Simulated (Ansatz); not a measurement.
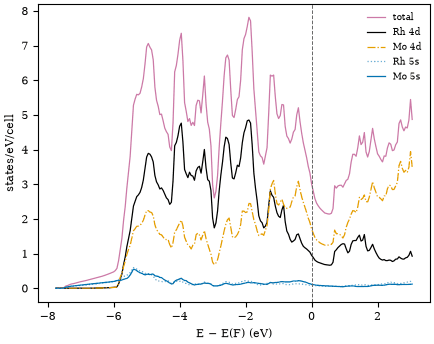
Figure: Total and projected density of states of MoRh in space group Pmma (No. 51; Mo on 2e, Rh on 2f), PBEsol (plane waves, PAW; program Ansatz)

Problem. Which orbitals carry the states next to the Fermi level?

Solution. Within 0.5 eV of the Fermi level: Mo 4d 58 %, Rh 4d 31 %. Projections are on Löwdin-orthogonalised atomic valence shells; empty p or d shells of many metals are not among them.

Problem. Where is the tallest occupied peak in this window, and what makes it?

Solution. Near -1.9 eV, about 7.8 states/eV per cell; the largest projected share is Rh 4d.

The first step of the workflow began from a Materials Project structure, measured or hypothetical; the Crystallography Open Database copy checked does not list it. With Mo and Rh taken as one species the cell has the higher symmetry P6_3/mmc, so it may be an ordered model of a mixed-site phase. Its standing as an ambient phase is unchecked. Symmetry was held in the PBEsol relaxation; of distortions, only those at the zone centre were tested. The run is not spin-polarised. Scalar-relativistic: spin–orbit coupling is off unless named, which matters more the heavier the elements.

Potentials: the later of the program's two PAW sets.
